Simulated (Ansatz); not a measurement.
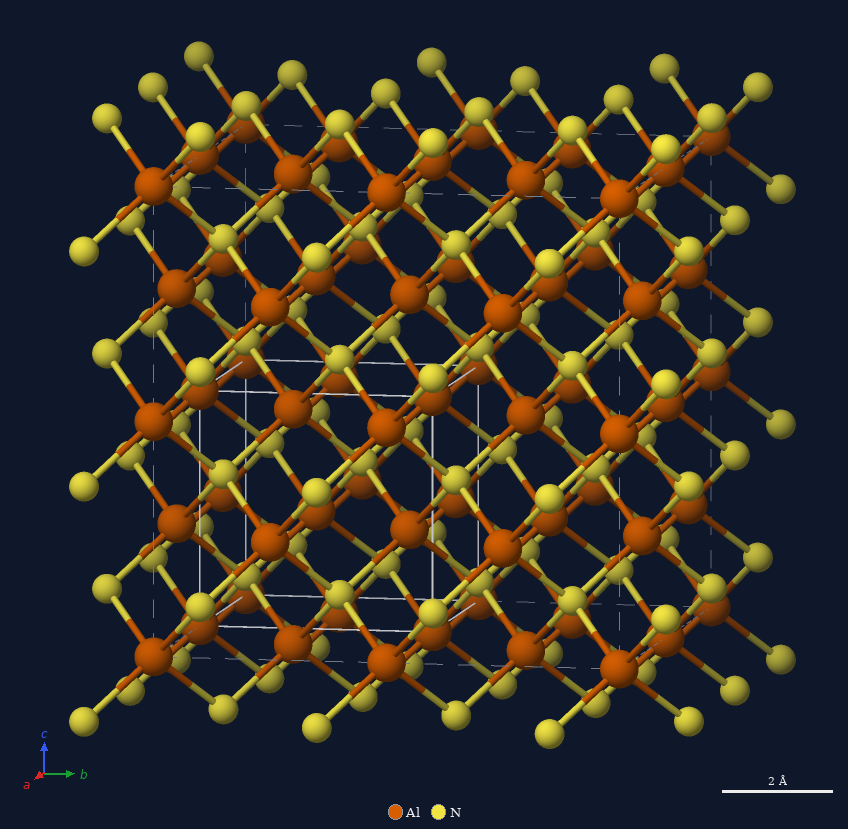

Figure: ball-and-stick view slightly off an axis. The conventional unit cell (solid box) is repeated to 2×2×2 cells. Some neighbours outside the box are added. Cell: a = 4.342 Å, b = 4.342 Å, c = 4.342 Å, α = 90.00°, β = 90.00°, γ = 90.00°.

Explain the picture.

- The material is AlN.
- Its lattice is face-centred cubic, its space group F-43m (No. 216).
- Among the common structure types it is zinc blende (sphalerite type).
- One cell contains 4 Al, 4 N, 8 atoms in all.
- Al is coordinated by four N in a tetrahedral arrangement at about 1.9 Å. The coordination shell of N holds four Al in a tetrahedral arrangement at about 1.9 Å.
- The bonds build a three-dimensional framework.

The structure comes from a structure listed in the Materials Project. This is the structure after a relaxation with Ansatz, DFT LDA, scalar-relativistic, plane waves, PAW.
